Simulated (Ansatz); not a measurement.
## Electronic structure of H$_{4}$SSi in real space

Input

```
crystal:
  periodic: [false, false, false]
  atoms:
    - {symbol: Si, position_ang: [-1.216189, -0.496213, 0.292490]}
    - {symbol: S, position_ang: [0.983136, 0.395506, -0.106795]}
    - {symbol: H, position_ang: [1.485418, 0.447830, 1.141759]}
    - {symbol: H, position_ang: [-1.243830, -0.566411, -1.235704]}
    - {symbol: H, position_ang: [-1.644164, 0.970478, 0.278917]}
    - {symbol: H, position_ang: [1.635629, -0.751189, -0.370567]}
basis:
  gaussian: {orbitals: def2-TZVPP}
hamiltonian: {xc: pbe0, dispersion: d4}
output: {orbitals: {seedname: orbitals}}
```

Launched as:

```sh
ansatz run in.yaml --threads 2 --pin off --events-out ev --progress --plain --max-ram 4352MiB
```

The product side of a reaction path; geometry: PBE0-D4/def2-TZVP.

Computed with RKS PBE0-D4/def2-TZVPP (Ansatz).

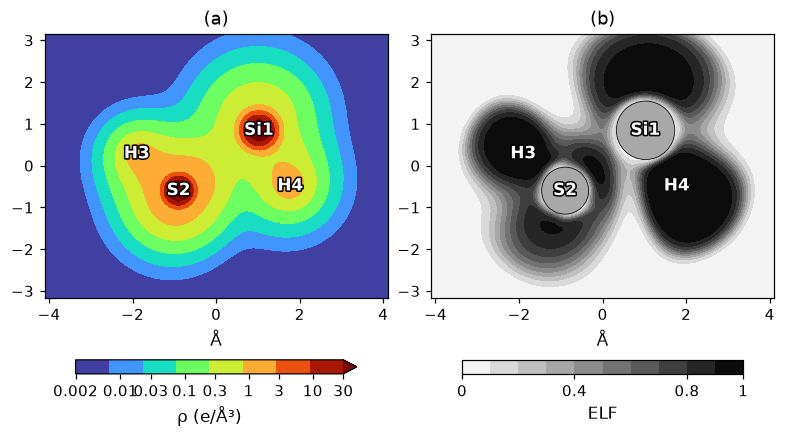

Figure 1. (a) total electron density; (b) electron localisation function on the plane of atoms S2, Si1 and H4. Grey discs cover the atomic cores in the ELF map.

Question: Read the bonding off the picture.

Answer:
- The section cuts through Si, S and H sites.
- Si–S (2.41 Å): ρ at the midpoint is about 0.48 e/Å³, with its minimum of 0.36 e/Å³ about 0.9 Å from Si; the ELF peaks at about 0.95 between the atoms, as expected for localised, covalent bonding.
- S–H (1.35 Å): the density is about 1.5 e/Å³ at the midpoint; the ELF climbs to about 1 towards the hydrogen, as it does in any bond to H.
- Si–H (1.53 Å): ρ is about 0.72 e/Å³ halfway; the ELF climbs to about 1 towards the hydrogen.
- The ELF also peaks beside S2 and Si1, away from the bonds: lone-pair regions.

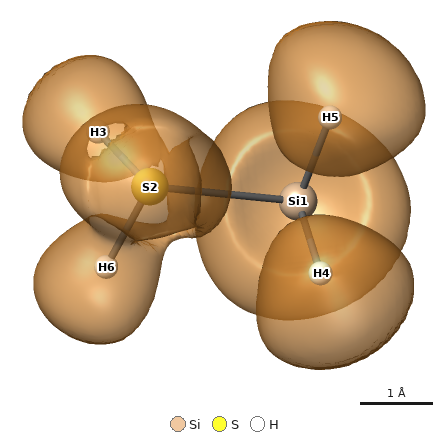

Figure 2. Isosurface of the ELF at 0.75 (orange), seen at a tilt. Core shells and regions of very low density are left out.

Question: Describe the localisation domains.

Answer: The ELF exceeds this value in two regions around hydrogen nuclei, one lobe on Si, pointing away from the bonds (lone pairs) and one joined region spread over several atoms (H, S), in which their bonds and any lone pairs are merged.

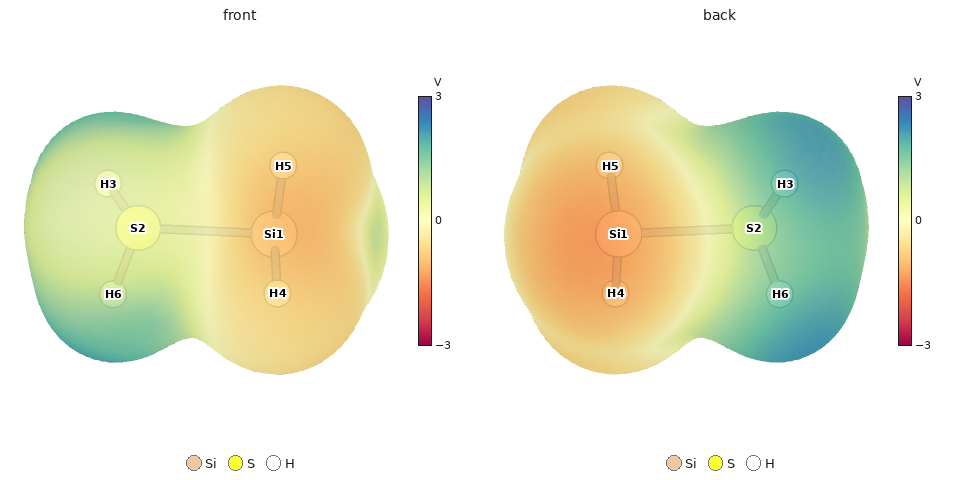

Figure 3. The electrostatic potential painted on the density surface at 0.002 e/bohr³, seen from the front and from behind; the colour scale runs from red (negative) to blue (positive).

Question: Which sites attract a positive test charge, and which a negative one?

Answer: A positive charge is drawn to the negative regions and a negative charge to the positive ones. The most negative region (about −1.4 V) lies over H4, the most positive (about +2.2 V) over H3 and H6.

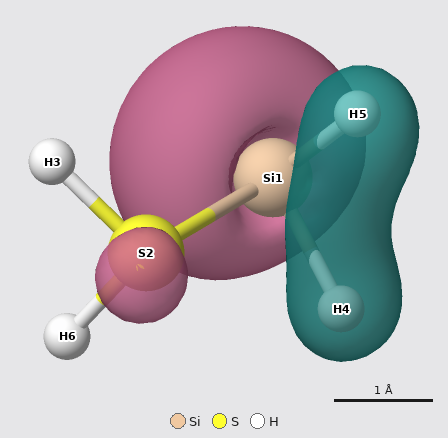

Figure 4. One frontier orbital at ±0.15 Å⁻³ᐟ² (teal and pink are the two phases), seen at a tilt.

Question: Which orbital is it: HOMO or LUMO?

Answer: The HOMO, at −5.81 eV. By Hirshfeld shares it lies mainly on Si1 (about 75 %), H5 (about 10 %), S2 (about 10 %) and H4 (about 10 %).
